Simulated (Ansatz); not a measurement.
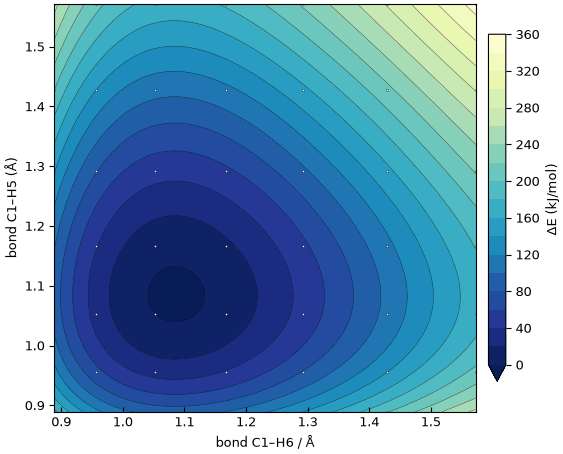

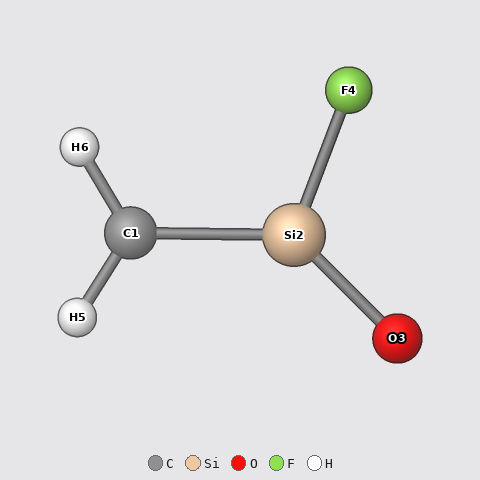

Energy landscape of CH₂FOSi, SMILES [CH2-][Si](=O)F, charge −1. Two internal coordinates are moved rigidly from the geometry relaxed at PBE0-D4/def2-TZVP, all others fixed. Coordinates scanned: (1) bond C1–H6; (2) bond C1–H5. The scan uses a 7 × 7 grid. Points are written as (first, second). Energies: kJ/mol, counted from the lowest grid point. The calculation used RKS r2SCAN-D4/def2-TZVPPD (Ansatz 0.2.0).

The picture shows filled contours, dots at the grid points. Between grid points the surface is interpolated. The second picture is the structure at the lowest point.

**Describe this landscape.**

The lowest grid point is at (1.053 Å, 1.053 Å). No other kind of well shows on this grid. The highest grid point, (1.573 Å, 1.572 Å), lies 348 kJ/mol above the lowest. Round the minimum the contours are nearly round: the two directions are equally stiff and uncoupled.

Grid values (kJ/mol):

```csv
"bond C1–H5 ↓, bond C1–H6 →",0.889,0.956,1.053,1.167,1.293,1.428,1.573
1.572,267,208,174,183,223,282,348
1.428,200,141,107,116,156,214,281
1.292,141,82,48,57,97,155,222
1.166,101,42,8,16,56,114,181
1.053,93,34,0,8,48,106,173
0.955,127,68,34,42,82,140,206
0.889,186,126,93,101,141,198,265
```
